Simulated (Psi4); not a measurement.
# OH (SMILES [OH]) at UM06-2X/def2-TZVP (Cholesky decomposition, cholesky tolerance 0.001, sweep point 6)

Aim: the vertical doublet–quartet gap of OH at UM06-2X/def2-TZVP (Cholesky decomposition, cholesky tolerance 0.001, sweep point 6), from 2 runs. 

The results are computed with Psi4 1.11.

2 further runs of the same task are left out: 2 set aside as unsound or not needed.

## (1) The system as given

OH: 2 atoms, total charge 0, spin state doublet. As SMILES, `[OH]`. The shape is that of a GFN2-xTB optimisation.

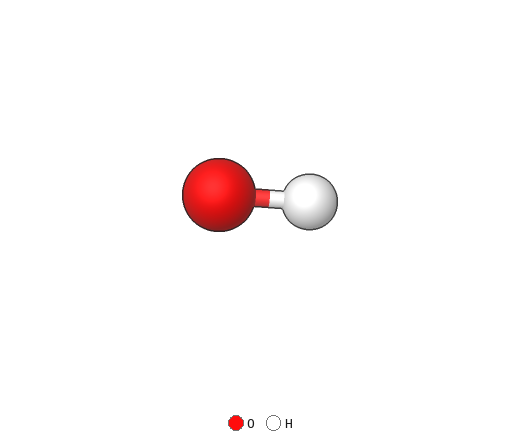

The structure, seen from a chosen angle (oxygen red, hydrogen white).

## (2) The energy at UM06-2X/def2-TZVP (Cholesky decomposition, cholesky tolerance 0.001, sweep point 6)

Input file run.py:

```python
import psi4

psi4.set_memory('1600 MB')
psi4.set_num_threads(1)
psi4.core.set_output_file('run.log', False)

m = psi4.geometry("""
0 2
O      0.411770    -0.131830     0.212430
H     -0.411770     0.131830    -0.212430
symmetry c1
""")

options = {'basis': 'def2-TZVP', 'reference': 'uks', 'puream': True, 'scf_type': 'cd', 'dft_radial_points': 99, 'dft_spherical_points': 590, 'cholesky_tolerance': 0.001, 'maxiter': 100}
psi4.set_options(options)

energy_value = psi4.energy("m06-2x", molecule=m)
print(f'total energy {energy_value:.8f} hartree = {energy_value * 27.211386:.5f} eV')
```

On the command line:

```sh
$ python run.py
```

run.log:

```text
[...]
  Running in c1 symmetry.
[...]
  Nuclear repulsion =    4.394007617076014
[...]
  Multiplicity = 2
[...]
  Nalpha       = 5
  Nbeta        = 4
[...]
    Number of basis functions: 37
[...]
   @UKS iter   1:   -75.70216329523669   -4.85123e-01   7.36750e-03 DIIS/ADIIS
[...]
   @UKS iter   8:   -75.73199117657848   -2.83283e-09   1.52538e-07 DIIS
[...]
   @S^2 Observed:                7.526554498E-01
[...]
    Orbital Energies [Eh]
    ---------------------
    Alpha Occupied:
       1A    -19.693135     2A     -1.146930     3A     -0.566007
       4A     -0.503617     5A     -0.440252
    Alpha Virtual:
       6A      0.061985     7A      0.428844     8A      0.460580
       9A      0.467871    10A      0.473723    11A      0.600063
      12A      1.244951    13A      1.267865    14A      1.481414
      15A      1.484849    16A      1.619215    17A      2.090662
      18A      2.110476    19A      2.155073    20A      2.553673
      21A      2.590140    22A      2.605250    23A      2.703405
      24A      3.690310    25A      5.083256    26A      5.084171
[...]
  @UKS Final Energy:   -75.73199117657848
   => Energetics <=
    Nuclear Repulsion Energy =              4.3940076170760136
    One-Electron Energy =                -112.7075853608475171
    Two-Electron Energy =                  36.8285392329903019
    DFT Exchange-Correlation Energy =      -4.2469526657972603
    Empirical Dispersion Energy =           0.0000000000000000
    VV10 Nonlocal Energy =                  0.0000000000000000
    Total Energy =                        -75.7319911765784752
[...]
 Multipole Moments:
 ------------------------------------------------------------------------------------
     Multipole            Electronic (a.u.)      Nuclear  (a.u.)        Total (a.u.)
 ------------------------------------------------------------------------------------
 L = 1.  Multiply by 2.5417464519 to convert [e a0] to [Debye]
 Dipole X            :         -0.0000000            0.0000000           -0.0000000
 Dipole Y            :          0.0000000            0.0000000            0.0000000
 Dipole Z            :          0.1459659           -0.8493960           -0.7034301
 Magnitude           :                                                    0.7034301
[...]
```

Standard output:

```text
total energy -75.73199118 hartree = -2060.77244 eV
```

Run time: 3.6 s. Hardware: 1 thread of Intel Xeon 6975P-C (Granite Rapids), shared host; peak memory 0.51 GiB.

## (3) The quartet

Input file run.py:

```python
import psi4

psi4.set_memory(1600000000)
psi4.set_num_threads(1)
psi4.set_output_file('run.log', False)

molecule = psi4.geometry("""
0 4
O      0.411770    -0.131830     0.212430
H     -0.411770     0.131830    -0.212430
units angstrom
symmetry c1
""")

options = {'basis': 'def2-TZVP', 'reference': 'uks', 'puream': True, 'scf_type': 'cd', 'dft_radial_points': 99, 'dft_spherical_points': 590, 'cholesky_tolerance': 0.001, 'maxiter': 100}
psi4.set_options(options)

e = psi4.energy("m06-2x", molecule=molecule)
print(f'm06-2x energy: {e:.10f} Eh')
```

On the command line:

```sh
$ python run.py
```

run.log:

```text
[...]
  Running in c1 symmetry.
[...]
  Nuclear repulsion =    4.394007617076014
[...]
  Multiplicity = 4
[...]
  Nalpha       = 6
  Nbeta        = 3
[...]
    Number of basis functions: 37
[...]
   @UKS iter   1:   -75.41197344296248   -1.94933e-01   5.65244e-03 ADIIS/DIIS
[...]
   @UKS iter   7:   -75.43309283080292   -7.73389e-09   4.21890e-07 DIIS
[...]
   @S^2 Observed:                3.753910181E+00
[...]
    Orbital Energies [Eh]
    ---------------------
    Alpha Occupied:
       1A    -19.945225     2A     -1.378837     3A     -0.769106
       4A     -0.719508     5A     -0.719507     6A     -0.117345
    Alpha Virtual:
       7A      0.338782     8A      0.350166     9A      0.350167
      10A      0.357755    11A      0.522552    12A      1.134814
      13A      1.134816    14A      1.304189    15A      1.304196
      16A      1.501288    17A      1.962009    18A      1.962015
      19A      2.026068    20A      2.373460    21A      2.373472
      22A      2.413194    23A      2.523366    24A      3.512199
      25A      4.871449    26A      4.871449    27A      4.875922
[...]
  @UKS Final Energy:   -75.43309283080292
   => Energetics <=
    Nuclear Repulsion Energy =              4.3940076170760136
    One-Electron Energy =                -110.7952098915067722
    Two-Electron Energy =                  35.1369911430641224
    DFT Exchange-Correlation Energy =      -4.1688816994362776
    Empirical Dispersion Energy =           0.0000000000000000
    VV10 Nonlocal Energy =                  0.0000000000000000
    Total Energy =                        -75.4330928308029200
[...]
 Multipole Moments:
 ------------------------------------------------------------------------------------
     Multipole            Electronic (a.u.)      Nuclear  (a.u.)        Total (a.u.)
 ------------------------------------------------------------------------------------
 L = 1.  Multiply by 2.5417464519 to convert [e a0] to [Debye]
 Dipole X            :          0.0000000            0.0000000            0.0000000
 Dipole Y            :          0.0000000            0.0000000            0.0000000
 Dipole Z            :          2.0461914           -0.8493960            1.1967954
 Magnitude           :                                                    1.1967954
[...]
```

On the terminal:

```text
m06-2x energy: -75.4330928308 Eh
```

Run time: 3.3 s. Hardware: 1 thread of Intel Xeon 6975P-C (Granite Rapids), shared host; peak memory 0.51 GiB.

## (4) Outcome

At UM06-2X/def2-TZVP (Cholesky decomposition, cholesky tolerance 0.001, sweep point 6):

| quantity | value |
| --- | --- |
| doublet: total energy | -75.73199 Eh |
| doublet: dipole moment | 1.79 D |
| doublet: HOMO energy (highest over α and β) | -11.01 eV |
| doublet: LUMO energy (lowest over α and β) | -2.66 eV |
| doublet: ⟨S²⟩ | 0.753 |
| quartet: total energy | -75.43309 Eh |
| quartet: dipole moment | 3.04 D |
| quartet: HOMO energy (highest over α and β) | -3.19 eV |
| quartet: ⟨S²⟩ | 3.754 |
| vertical energy of the quartet above the doublet | 8.133 eV |

In words: At this shape the quartet lies 8.13 eV (188 kcal/mol) above the doublet.
